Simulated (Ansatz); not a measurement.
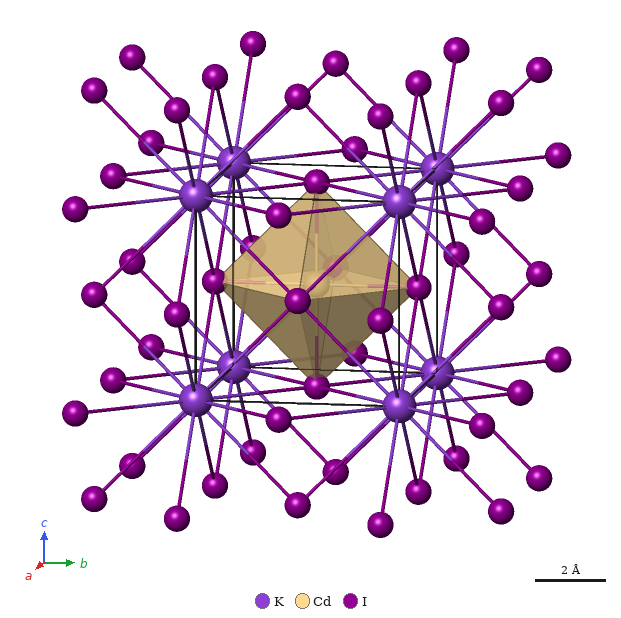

Crystal structure, polyhedral style, seen slightly off an axis. Lines trace the edges of the conventional unit cell. A few atoms beyond the faces are included.

KCdI3, cubic perovskite, space group Pm-3m (No. 221), a = 5.937 Å, b = 5.937 Å, c = 5.937 Å, α = 90.00°, β = 90.00°, γ = 90.00°. Origin of the cell: a structure type filled with these elements by a generator (whether the compound takes this form wasn't checked). Earlier steps of the study, as a rule a relaxation of our own, may have changed the cell and positions, so they can lie some per cent off the listed ones. Ansatz was used for an electronic-structure calculation on it.

This one geometry was computed with Ansatz (DFT, plane waves, PAW) at three levels of theory: HSE06, r2SCAN and PBE. It was relaxed beforehand with r2SCAN.

Q: How does the band gap change with the level of theory?

A: PBE: a metal; r2SCAN: a gap of 0.18 eV, indirect; HSE06: a gap of 0.59 eV, indirect.

Q: Collect the results in a table.

A:
| level | cutoff (eV) | k-mesh of the run's cell | gap (eV) | pressure (GPa) |
| --- | --- | --- | --- | --- |
| HSE06 | 420 | 4×4×4 | 0.59 | 0.1 |
| r2SCAN | 500 | 4×4×4 | 0.18 | 0.0 |
| PBE | 420 | 4×4×4 | metal | 0.6 |

Gaps are taken on the k-mesh or band path of each run.
